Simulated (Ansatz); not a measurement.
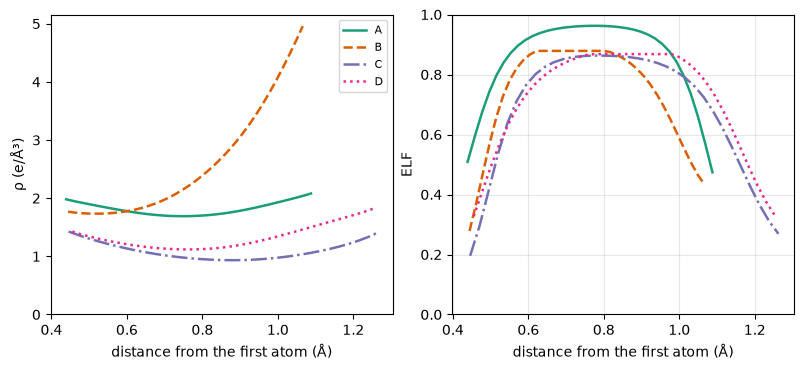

*C4H6BrClO. Total electron density and electron localisation function along straight lines between neighbouring atoms. The curves leave out the atomic cores.*

Geometry: PBE-D3(BJ)/def2-SVP.

Level of theory: Ansatz 0.2.0, isolated molecule in a Gaussian basis; Kohn-Sham density functional theory, functional PBE0.

```tsv
atom	x (Å)	y (Å)	z (Å)
C	0.7348	-1.8811	-0.5372
C	2.1119	-1.3626	-0.9610
C	0.7870	0.4815	-0.4220
C	-0.1537	-0.6613	-0.7968
Br	-0.6261	-0.6234	-2.7201
Cl	0.6805	-2.2457	1.2467
O	2.0960	0.0487	-0.7673
H	0.4064	-2.7978	-1.0583
H	2.2763	-1.6001	-2.0382
H	2.9260	-1.8285	-0.3681
H	0.5515	1.4282	-0.9482
H	0.7009	0.6552	0.6783
H	-1.1116	-0.6821	-0.2493
```

Which curve belongs to which contact (C–Br, C–C, C–Cl and C–O)? The first atom named is at distance zero.

Answer. Curve A: C–C (1.53 Å): ρ is about 1.7 e/Å³ halfway; the ELF peaks at about 0.95 between the atoms, as expected for a shared electron pair. Curve B: C–O (1.42 Å): the density is about 2 e/Å³ at the midpoint, with its minimum of 1.7 e/Å³ about 0.5 Å from C; the ELF peaks at about 0.90 between the atoms: a polar covalent bond. Curve C: C–Br (1.98 Å): ρ is about 0.97 e/Å³ halfway; the ELF peaks at about 0.85 between the atoms: a covalent bond. Curve D: C–Cl (1.82 Å): ρ is about 1.2 e/Å³ halfway; the ELF peaks at about 0.85 between the atoms, as expected for localised, covalent bonding.
